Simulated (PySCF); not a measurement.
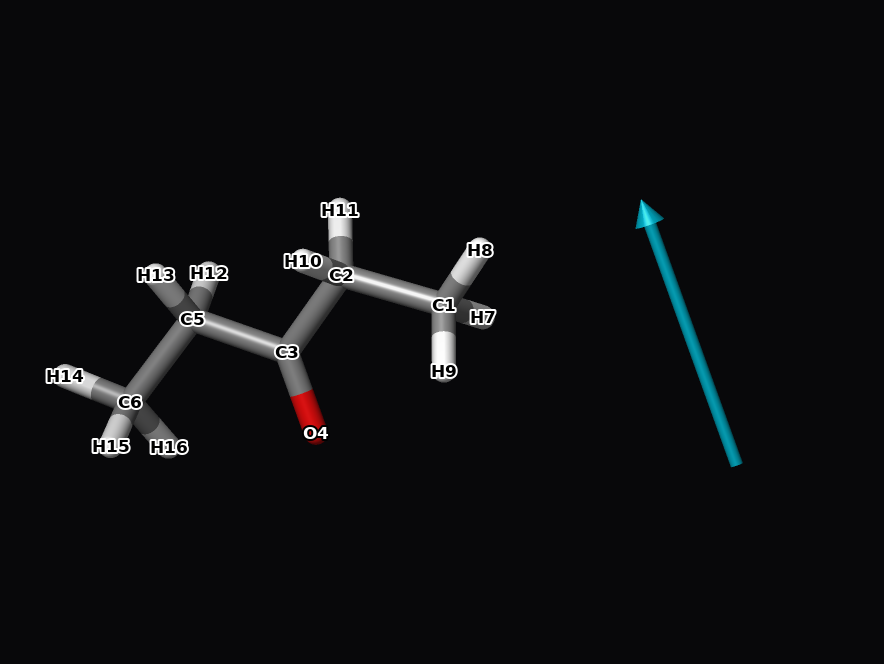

The arrow beside the molecule shows the direction of the dipole moment, from the negative to the positive end (its length means nothing). The computed structure is the end point of a GFN2-xTB optimisation. No frequency run is at hand to confirm it as a minimum. Properties computed with PBE0/pcSseg-1, gas phase (PySCF 2.14.0).

> Estimate the dipole moment.

2.71 D; it points from the side of O4 to the side of H11, H13 (the outermost atoms at the two ends).
